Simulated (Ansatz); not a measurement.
The calculation's input:

```
crystal:
  periodic: [false, false, false]
  atoms:
    - { symbol: Si, position_ang: [-1.3455, -0.6589, 1.0387] }
    - { symbol: C, position_ang: [-0.1481, 0.1875, -0.1113] }
    - { symbol: Si, position_ang: [1.5175, -0.5394, 0.173] }
    - { symbol: B, position_ang: [-0.0338, 1.799, 0.1042] }
    - { symbol: S, position_ang: [-1.1077, 2.0707, -1.5182] }
    - { symbol: Al, position_ang: [-0.6446, -0.018, -1.9891] }
    - { symbol: H, position_ang: [-2.6978, -0.0327, 0.7923] }
    - { symbol: H, position_ang: [-1.3986, -2.0434, 0.7594] }
    - { symbol: H, position_ang: [-1.0014, -0.3649, 2.4682] }
    - { symbol: H, position_ang: [2.532, 0.0995, -0.6814] }
    - { symbol: H, position_ang: [1.5067, -1.9863, -0.0594] }
    - { symbol: H, position_ang: [1.9641, -0.3049, 1.6019] }
    - { symbol: H, position_ang: [0.6818, 2.4804, 0.5918] }
    - { symbol: H, position_ang: [0.1623, -0.7178, -3.1413] }
basis:
  gaussian: { orbitals: def2-SVP }
hamiltonian:
  xc: b3lyp
  dispersion: d4
relax:
  f_tol: 0.015
  max_steps: 40
output:
  orbitals: {}
```

Launched as:

```sh
ansatz run input.yaml --threads 2 --pin off --max-ram 3072MiB --backend cpu --events-out ev --progress --plain --runs-dir out
```

The fields are those of the run's last geometry, not of the input's.

Computed with Ansatz 0.2.0, RKS B3LYP-D4/def2-SVP.

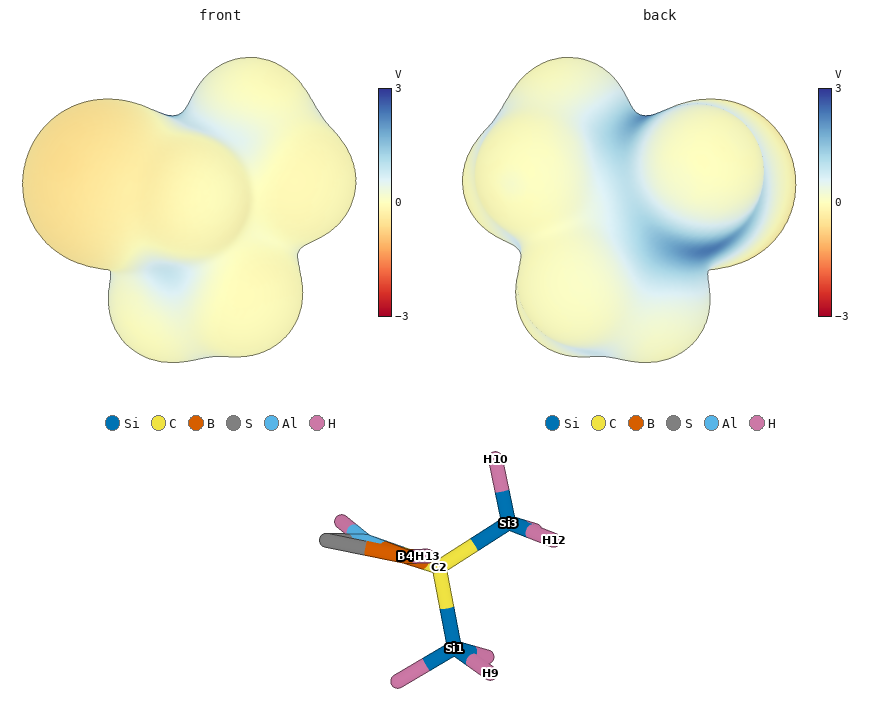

CH₈AlBSSi₂. The electrostatic potential painted on the density surface at 0.001 e/bohr³, seen from the front and from behind; the colour scale runs from red (negative) to blue (positive). The bare structure is drawn below in the same view.

> Where is the surface potential most negative and most positive?

The most negative region (about −0.6 V, or −14 kcal/mol for a unit charge) lies over S5, the most positive (about +2.2 V, or +51 kcal/mol for a unit charge) over Al6.
